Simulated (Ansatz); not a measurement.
Process, species as SMILES: S (H2S) → [SH-] + H+
B3LYP-D3(BJ)/def2-TZVP geometries, fixed; electronic energies without zero-point terms.

Basis-set convergence of the deprotonation energy at HF with Ansatz (a first-principles code). Cartesian d functions, on some or all atoms, in 6-31G**, 6-311G**; all else is spherical. No added dispersion term, no relativity. Functions are those of the species that has most. Reference: the value in aug-pcseg-3, 357.83 kcal/mol, itself unsure by roughly 0.08 kcal/mol (its mean distance from aug-cc-pV(Q+d)Z, def2-QZVPPD). Deviations are taken from unrounded values.

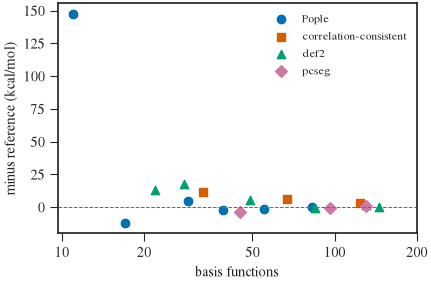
Figure. Deviation from the reference against the number of basis functions, by family of sets.

```csv
basis,functions,deprotonation energy (kcal/mol),minus reference (kcal/mol)
STO-3G,11,505.51,147.68
6-31G,17,345.85,-11.98
def2-SV(P),22,371.21,13.38
def2-SVP,28,375.44,17.61
6-31G**,29,362.40,4.57
cc-pV(D+d)Z,33,369.76,11.92
6-311G**,39,355.62,-2.21
aug-pcseg-1,45,354.39,-3.44
def2-TZVP,49,363.17,5.34
"6-311++G(2d,2p)",55,356.59,-1.24
cc-pV(T+d)Z,67,363.69,5.86
"6-311++G(3df,3pd)",83,357.62,-0.22
def2-TZVPPD,85,357.48,-0.36
aug-pcseg-2,96,357.30,-0.54
cc-pV(Q+d)Z,124,360.68,2.84
def2-QZVPP,130,359.66,1.82
pcseg-3,130,358.54,0.71
def2-QZVPPD,145,357.77,-0.06
```
